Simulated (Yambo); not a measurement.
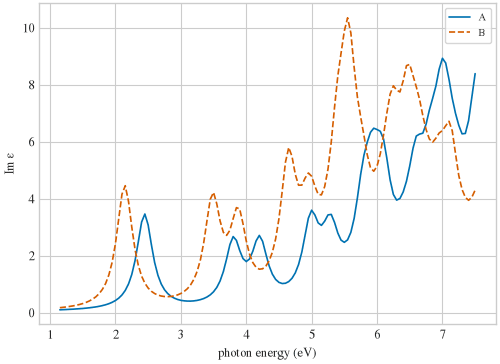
Figure. Two computed absorption spectra of GaN (wurtzite, space group P6_3mc, No. 186) (Yambo, PBEsol bands with the same scissor, field along x)

Axes are Cartesian, with cell vectors (Å) (3.18, 0.00, 0.00), (-1.59, 2.76, 0.00), (0.00, 0.00, 5.19).

### Question
Which curve includes the electron-hole attraction (BSE)?

### Answer
Curve B: the attraction moves weight to lower energy (centre of the plotted range 5.4 eV against 5.7 eV). Settings: 6×6×4 mesh, 5 valence and 2 conduction bands, static screening with 34 bands and a 4 Ry block, scissor 0.54 eV, Tamm-Dancoff. The scissor comes from a G0W0 run whose convergence isn't established. Broadening 0.15 eV. The band window holds all transitions up to 7.5 eV. On this mesh the peak heights and the fine structure are mesh artefacts; only the shift of weight is robust.

The standard potential for Ga keeps a d shell in the valence without the s and p states of that shell. In tests on such compounds this moved G0W0 gaps by up to about 0.9 eV, so absolute quasiparticle energies here are unreliable; differences between settings are what counts.

Spin-orbit coupling is not included.

Geometry relaxed with PBEsol; primitive cell a = 3.1838 Å, b = 3.1838 Å, c = 5.1867 Å, α = 90.00°, β = 90.00°, γ = 120.00°.
